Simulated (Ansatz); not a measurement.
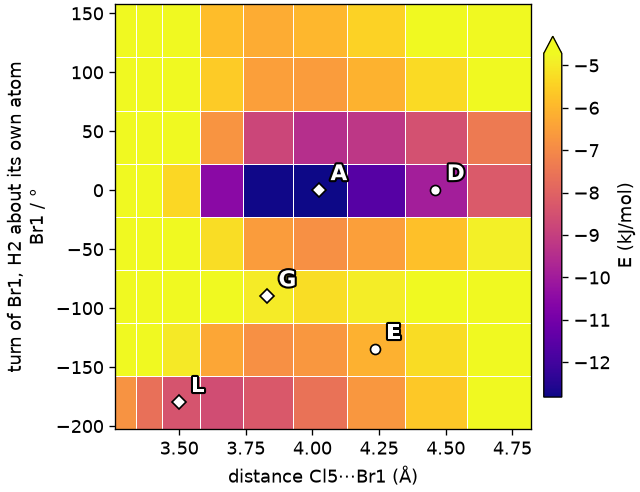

The pair BrH···CHCl₃. The turn is about an axis along (0.99, −0.06, −0.12) in the frame of the relaxed pair, normal to the line between the partners. Coordinates scanned: (1) distance Cl5···Br1; (2) turn of Br1, H2 about its own atom Br1. Grid: 9 × 8 points. Points are written as (first, second). All energies are given in kJ/mol relative to the two partners far apart, frozen as in the relaxed pair, each in its own basis (no counterpoise correction). Method: Ansatz, RKS PBE0-D4/def2-SVPD.

In the figure: one coloured cell a grid point, one colour for all values above the top of the scale, lettered points.

Question: Is E the lowest point of the computed grid?

Answer: No. E lies 6.7 kJ/mol above the lowest grid point, which is at (4.024 Å, 0°).

Question: Rank the lettered points by energy, lowest first.

Answer: A (−12.8 kJ/mol), D (−9.9 kJ/mol), L (−8.4 kJ/mol), E (−6.1 kJ/mol), G (−5.0 kJ/mol).
